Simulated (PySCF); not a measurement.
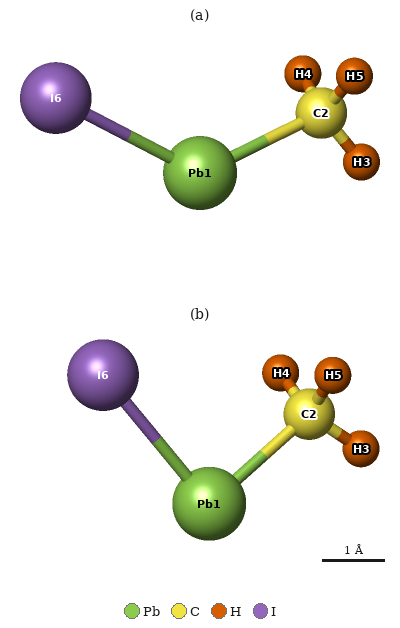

The structure of CH$_{3}$IPb before (top) and after (bottom) a relaxation, at one scale.

Style: ball-and-stick. Shown at a tilt.

Level of theory: RKS BP86, Pb def2-SVP with ECP60, C def2-SVP, H def2-SVP, I def2-SVP with ECP28; non-relativistic Hamiltonian with scalar-relativistic core potentials; density fitting in PySCF 2.14.0. Set-up: symmetry kept (Cs).

**Describe what moved and what it gained.**

Over 9 geometry steps the energy falls by 0.526 eV. The largest force component goes from 1.1 to 0.0099 eV/Å. I6 moves most after the best rigid fit: 0.93 Å. By element the largest moves are I 0.93 Å, Pb 0.54 Å, H 0.40 Å, C 0.22 Å. Some distances before and after: Pb1–C2 2.423 → 2.330 Å, Pb1–I6 2.929 → 2.874 Å, C2–H3 1.090 → 1.109 Å. Bond angles that change, for instance: C2–Pb1–I6 131.8° → 94.9°.
